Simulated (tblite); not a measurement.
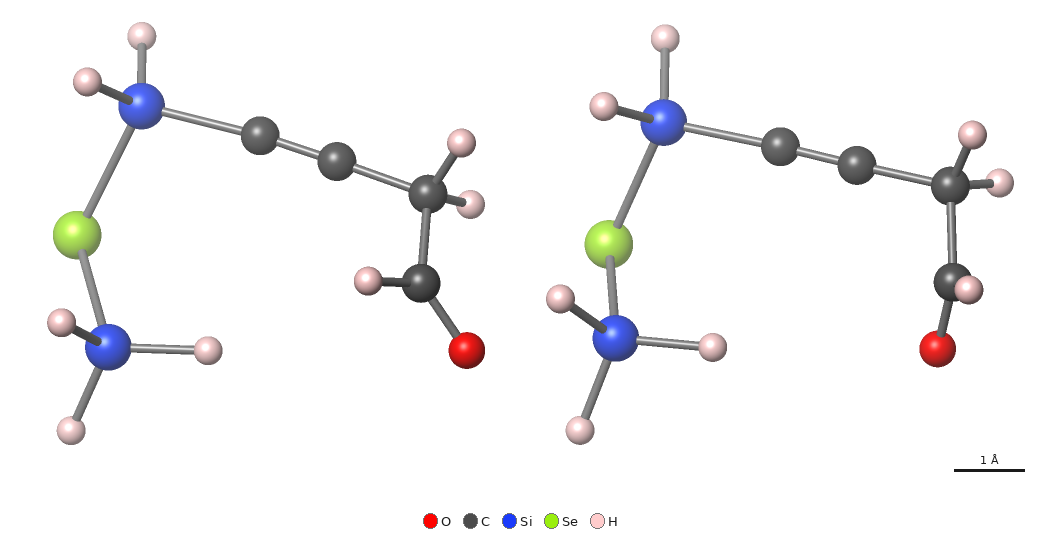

Two geometries of C$_{4}$H$_{8}$OSeSi$_{2}$, drawn at one scale. One is the start of a relaxation, the other its converged end. A ball-and-stick model, seen at a tilt.

Computed with GFN2-xTB geometry optimisation, gas phase (tblite 0.8.0). 

### Which geometry has the lower energy?

The left one is the relaxed one. An H atom moves most after the best rigid fit: 1.19 Å. By element the largest moves are H 1.19 Å, O 0.89 Å, Se 0.39 Å, Si 0.26 Å, C 0.18 Å. Some distances before and after: C–Si 1.816 → 1.846 Å, C–H 1.118 → 1.093 Å, Se–Si 2.282 → 2.306 Å, C–H 1.084 → 1.107 Å. Among the angles between lasting bonds that change: Si–Se–Si 91.1° → 102.3°, H–Si–H 109.1° → 114.8°, C–C–H 118.7° → 113.3°. Groups turn about C–C by about 70°. Over 119 geometry steps the energy falls by 21.9 kJ/mol. The run took 1.8 s on 1 thread of Arm Neoverse N1 (shared host).
